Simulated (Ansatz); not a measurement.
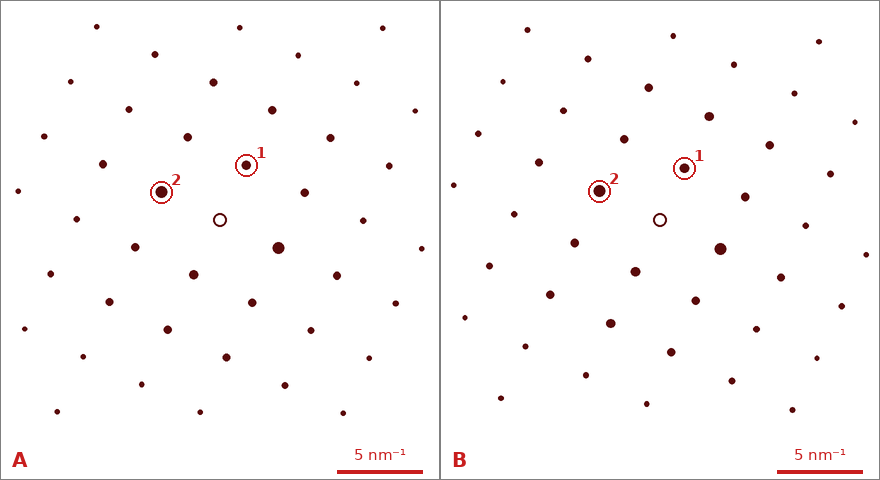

Kinematic electron diffraction patterns (200 kV, B = 0.5 Å², same scale) along [1-10] of the run's own cell, for the start and the end of one relaxation of AlTlP with Ansatz 0.2.0, DFT PBE, scalar-relativistic, plane waves, PAW. k mesh 12×12×8. The start is a generated model structure, and the relaxation ends in the nearest stationary point of its symmetry, not necessarily the ground state. Spot 1 is 0 0 -2 and spot 2 is 1 1 0 in both.

Start structure:

```
CELL_PARAMETERS angstrom
5.21479 0.00000 0.00000
-2.60740 4.51614 0.00000
0.00000 0.00000 5.56240
ATOMIC_POSITIONS crystal
Al 0.00000 0.00000 0.00000
Al 0.00000 0.00000 0.50000
Tl 0.33333 0.66667 0.75000
Tl 0.66667 0.33333 0.25000
P 0.33333 0.66667 0.25000
P 0.66667 0.33333 0.75000
```

**Which pattern belongs to the start structure, and which to the relaxed one?**

A is the start: its cell gives d(1) = 2.781 Å, d(2) = 2.607 Å and an angle of 90.0°. B is the relaxed structure, with d(1) = 2.948 Å (+6.0 %), d(2) = 2.520 Å (-3.4 %) and 90.0°.

**Summarise the relaxation behind the change.**

The volume changed by -1.0 % to 21.61 Å³ an atom; the fractional coordinates hardly changed; the space group stayed P6_3/mmc (No. 194); the free energy fell by 15 meV an atom. Relaxed cell: a = 5.040 Å, b = 5.040 Å, c = 5.895 Å, α = 90.00°, β = 90.00°, γ = 120.00°.
